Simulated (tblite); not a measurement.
Run report: C2H8BSi (charge −1), relaxed scan

- system: C2H8BSi, charge −1
- method: GFN2-xTB relaxed scan under a harmonic restraint, gas phase (tblite 0.8.0)

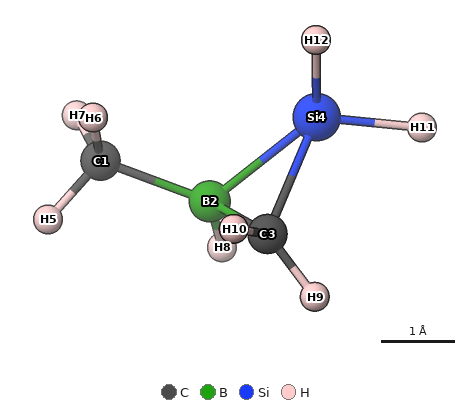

Fig. 1: The structure as given in the input (ball-and-stick view, seen at a tilt; atoms are numbered from 1 in the order of the input). Bond lengths as drawn: B–C 1.60 to 1.63 Å, B–H 1.21 Å, B–Si 1.97 Å, C–H 1.09 to 1.10 Å, C–Si 1.91 Å and H–Si 1.49 Å.

**Input file**
```
{"job": {"xc": "GFN2-xTB", "basis": "xTB", "coordinate": [["t", [11, 2, 10, 3], 0.3333333333333333], ["t", [2, 10, 11, 3], 0.3333333333333333], ["t", [10, 11, 2, 3], 0.3333333333333333]], "kind": "drive"}, "charge": -1, "multiplicity": 1}
C     -1.543429     0.624384    -0.336146
B     -0.201886    -0.249610    -0.636901
C      0.475666    -1.022334     0.583159
Si     1.515949     0.471022     0.007353
H     -2.441776    -0.003922    -0.329003
H     -1.501993     1.121532     0.636139
H     -1.720851     1.404824    -1.083610
H     -0.189125    -0.788648    -1.717127
H      0.909548    -2.012411     0.434214
H      0.039007    -0.959030     1.580759
H      2.901657     0.025645    -0.322728
H      1.758429     1.387862     1.157864
```

The first line tells a small driver script what to run in tblite; the rest is the geometry in Å.

Launch command:
```bash
OMP_NUM_THREADS=1 python <driver script> task.json out
```

**Log**
```
point  coordinate     E/eV
  0    -38.800     -311.60166
  1    -28.900     -311.52707
  2    -16.500     -311.29625
  3     -2.900     -310.98208
  4     13.000     -310.76069
  5     28.600     -310.83137
  6     39.500     -310.94255
  7     48.100     -310.90977
```

**Results in brief**

```csv
quantity,value
outcome,converged
hardware,"1 CPU thread, shared host"
wall time,1.6 s
peak memory,0.18 GiB
```
